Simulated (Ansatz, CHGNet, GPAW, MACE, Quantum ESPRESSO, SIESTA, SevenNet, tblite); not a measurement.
## Ru(0001) slab (54 atoms): runs against a plane-wave reference

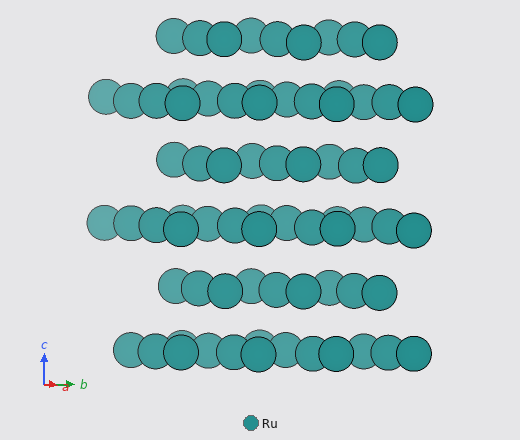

The cell (ruthenium teal). Some periodic images of atoms are drawn too.

The cell holds 54 atoms: 54 Ru. Cell: a = 8.118 Å, b = 8.118 Å, c = 22.705 Å, α = 90.0°, β = 90.0°, γ = 60.0°. It derives from Ru (hcp). Hcp Ru (a = 2.706 Å, c = 4.282 Å), (0001) slab of 3 repeat layers, 3 x 3 surface cells, 12 Å of vacuum; not relaxed, displaced by a Gaussian of 0.02 Å. Then every atom was moved at random, 0.02 Å r.m.s. a Cartesian component. Vacuum lies along c.

Geometry: as built.

The reference, a calculation:

```
method                 : Kohn-Sham DFT, PBE, SSSP efficiency 1.3.0 pseudopotentials, plane waves (Quantum ESPRESSO 7.5); sssp-pbe-1.3.0-efficiency, cutoffs 45/360 Ry, Γ point
r.m.s. force component : 0.5481 eV/Å
longest force          : 1.409 eV/Å
time                   : 3.4 min on 4 MPI ranks of Arm Neoverse V1, shared host
CPU time               : 14 min
```

Runs, in no order:
A. SIESTA PBE, TZP, shift 0.01 Ry, mesh 300 Ry: Kohn-Sham DFT, PBE, PseudoDojo 0.4.1 norm-conserving pseudopotentials (converted to PSML), numerical atomic orbitals (TZP), diagonalisation
B. SevenNet 0 potential: machine-learned interatomic potential SevenNet 0, trained on PBE(+U) plane-wave data
C. SIESTA PBE, SZP, shift 0.01 Ry, mesh 300 Ry: Kohn-Sham DFT, PBE, PseudoDojo 0.4.1 norm-conserving pseudopotentials (converted to PSML), numerical atomic orbitals (SZP), diagonalisation
D. SIESTA BLYP, PBE potentials, DZP, shift 0.01 Ry, mesh 300 Ry: Kohn-Sham DFT, BLYP, PseudoDojo 0.4.1 norm-conserving pseudopotentials (converted to PSML), numerical atomic orbitals (DZP), diagonalisation

Q: Order them from the smallest to the largest r.m.s. force difference.

A, C, D, B.

```
                                                            run  Δ force, r.m.s. (meV/Å)  share of r.m.s. force (%)  CPU time
                 A. SIESTA PBE, TZP, shift 0.01 Ry, mesh 300 Ry                     69.8                       12.7   9.3 min
                 C. SIESTA PBE, SZP, shift 0.01 Ry, mesh 300 Ry                      139                       25.3   4.8 min
D. SIESTA BLYP, PBE potentials, DZP, shift 0.01 Ry, mesh 300 Ry                      268                       48.8   6.3 min
                                        B. SevenNet 0 potential                      440                       80.3     7.8 s
```

Machine-learned potentials mimic data converged in k, so the reference's own k-point error enters their differences. The electronic-structure runs sample only Γ, in a cell whose shortest periodic width is 7 Å, which is coarse for a cell with partly filled levels.

[Logs are printed without paths, hosts, clocks, repeated set-up lines and the standing remarks that a program may print on its own settings, such as how far it seeks lower states.]

[Hosts, paths, dates, database ids (printed as entryN), source tags and the programs' standing remarks are cut or masked in the printed files.]
